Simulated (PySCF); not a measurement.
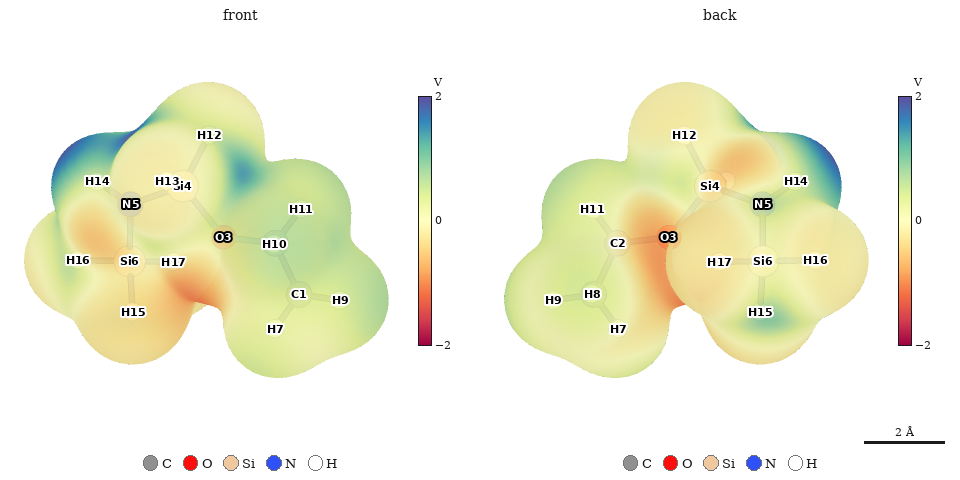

*C$_{2}$H$_{11}$NOSi$_{2}$ (SMILES CCO[SiH2]N[SiH3]). The electrostatic potential painted on the density surface at 0.002 e/bohr³, seen from the front and from behind; the colour scale runs from red (negative) to blue (positive).*

Geometry: PBE0-D3(BJ)/def2-SVP.

Theory: PBE0/pcSseg-1, SCF density, gas phase, non-relativistic (PySCF).

```json
{"atom": "C", "x (Å)": "-2.2135", "y (Å)": "0.1479", "z (Å)": "-1.1637"}
{"atom": "C", "x (Å)": "-1.7194", "y (Å)": "-0.3986", "z (Å)": "0.1546"}
{"atom": "O", "x (Å)": "-0.3423", "y (Å)": "-0.1456", "z (Å)": "0.2777"}
{"atom": "Si", "x (Å)": "0.6635", "y (Å)": "-0.6138", "z (Å)": "1.5161"}
{"atom": "N", "x (Å)": "2.1868", "y (Å)": "-0.0693", "z (Å)": "0.9223"}
{"atom": "Si", "x (Å)": "2.4272", "y (Å)": "0.6787", "z (Å)": "-0.6411"}
{"atom": "H", "x (Å)": "-2.0352", "y (Å)": "1.2320", "z (Å)": "-1.2198"}
{"atom": "H", "x (Å)": "-1.6808", "y (Å)": "-0.3290", "z (Å)": "-2.0001"}
{"atom": "H", "x (Å)": "-3.2916", "y (Å)": "-0.0368", "z (Å)": "-1.2832"}
{"atom": "H", "x (Å)": "-2.2711", "y (Å)": "0.0724", "z (Å)": "0.9910"}
{"atom": "H", "x (Å)": "-1.9170", "y (Å)": "-1.4867", "z (Å)": "0.2130"}
{"atom": "H", "x (Å)": "0.5871", "y (Å)": "-2.0971", "z (Å)": "1.7175"}
{"atom": "H", "x (Å)": "0.2752", "y (Å)": "0.0332", "z (Å)": "2.8104"}
{"atom": "H", "x (Å)": "3.0135", "y (Å)": "-0.1663", "z (Å)": "1.5019"}
{"atom": "H", "x (Å)": "1.6954", "y (Å)": "1.9718", "z (Å)": "-0.7933"}
{"atom": "H", "x (Å)": "3.8946", "y (Å)": "0.9557", "z (Å)": "-0.7365"}
{"atom": "H", "x (Å)": "2.0416", "y (Å)": "-0.2131", "z (Å)": "-1.7756"}
```

> Where is the surface potential most negative and most positive?

The most negative region (about −1.0 V) lies over O3, the most positive (about +1.8 V) over Si4 and H14. O3 is the likeliest acceptor of a hydrogen bond.

> What dipole moment does the calculation give?

Its dipole moment is 1.21 D.
